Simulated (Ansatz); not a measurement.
# CH₆B₂ (SMILES BCB): what the fields show

The calculation's input:

```
crystal:
  periodic: [false, false, false]
  atoms:
    - {symbol: C, position_ang: [-1.500571, -0.626116, 0.429101]}
    - {symbol: B, position_ang: [-2.685347, -1.602885, 0.183970]}
    - {symbol: B, position_ang: [-0.908401, -0.227233, -0.952140]}
    - {symbol: H, position_ang: [-3.651959, -1.234536, -0.444038]}
    - {symbol: H, position_ang: [-2.659888, -2.740255, 0.595988]}
    - {symbol: H, position_ang: [-0.766118, -0.962815, 1.170695]}
    - {symbol: H, position_ang: [-2.021252, 0.304796, 0.743518]}
    - {symbol: H, position_ang: [0.229977, -0.505116, -1.253650]}
    - {symbol: H, position_ang: [-1.595397, 0.359397, -1.757315]}
basis:
  gaussian:
    orbitals: def2-TZVPD
hamiltonian:
  xc: pbe0
output: {forces: true, orbitals: {seedname: orbitals}}
```

Command:

```sh
ansatz run input.yaml --threads 1 --pin off --max-ram 2610MiB --events-out events.jsonl --progress --plain --runs-dir runs
```

Geometry: PBE0-D3(BJ)/def2-SVP.

Computed with Ansatz 0.2.0, isolated molecule in a Gaussian basis; Kohn-Sham density functional theory, functional PBE0.

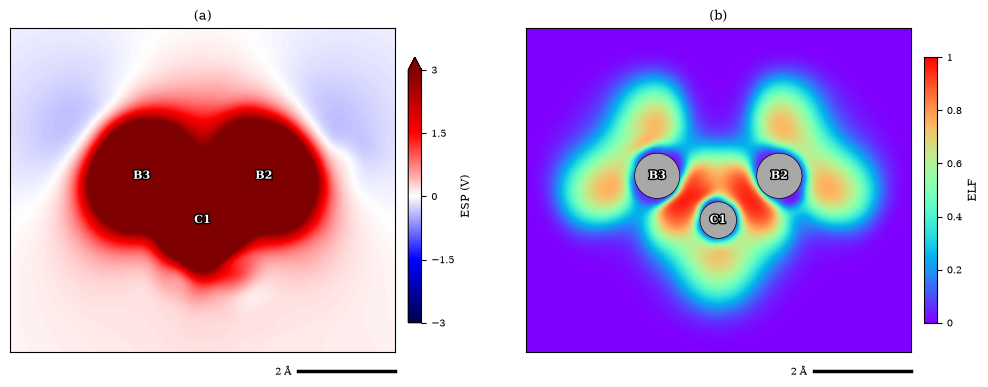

Figure 1. (a) electrostatic potential; (b) electron localisation function on the plane of atoms B2, C1 and B3. Grey discs cover the atomic cores in the ELF map.

### Describe what can be read from this map.

The plane passes through C and B nuclei. C–B (1.55 Å): the ELF peaks at about 0.95 between the atoms, as expected for a shared electron pair. Outside the dense part of the molecule the potential is most negative (−0.4 V) near H5, which lies off the plane.

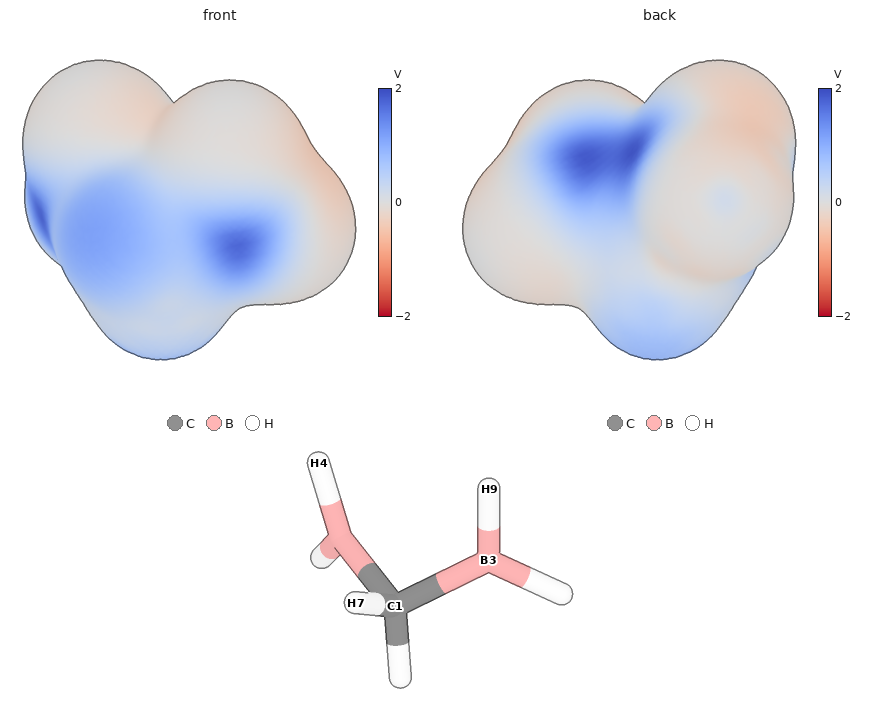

Figure 2. The molecular electrostatic potential painted on the density surface at 0.002 e/bohr³, seen from the front and from behind; red is negative and blue positive. The bare structure is drawn below in the same view.

### Where is the surface potential most negative and most positive?

The most negative region (about −0.4 V, or −9 kcal/mol for a unit charge) lies over H4, the most positive (about +1.8 V, or +42 kcal/mol for a unit charge) over B2 and B3.

### How polar is the molecule by this calculation?

Its dipole moment is 0.81 D.

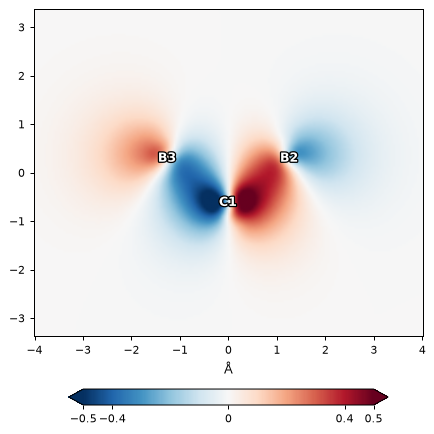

Figure 3. The HOMO−1 on the plane of atoms B2, C1 and B3 (values in Å⁻³ᐟ²; the overall sign is arbitrary).

### Describe this orbital and give its energy.

It lies mainly on C1 (about 25 %), B2 (about 20 %), B3 (about 20 %), H5 (about 15 %) and H8 (about 15 %). Its energy is −9.08 eV.
